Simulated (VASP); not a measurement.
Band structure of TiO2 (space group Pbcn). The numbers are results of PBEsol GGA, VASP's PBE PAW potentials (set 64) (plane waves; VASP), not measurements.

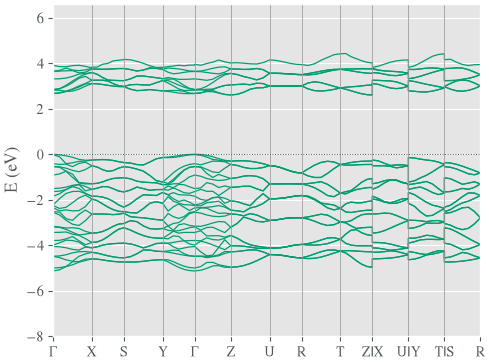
Figure: Bands along high-symmetry lines, zero at the valence-band maximum or, without a gap, the Fermi level

**Question.** Read the plot: is there a gap, and where are the band edges?

**Answer.** The gap is indirect, 2.61 eV, from the valence maximum at Γ to the conduction minimum at Z. (Edges off the drawn lines would not show.)

The structure comes from a computed database's TiO2 entry (Pbcn); how it stands against other phases isn't given here. It was relaxed first.
